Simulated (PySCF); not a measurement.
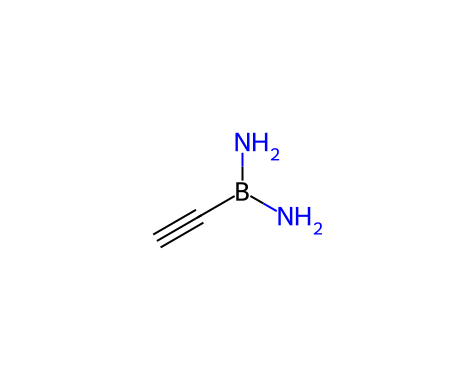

(Drawn from a calculation with PySCF.)

A structural formula.

Transcribe the drawing into SMILES.

Answer. C#CB(N)N

What is the molecular formula?

Answer. C2H5BN2.

An optimisation with PBE0-D3(BJ)/def2-SVP gave a structure of which point group?

Answer. C2v.
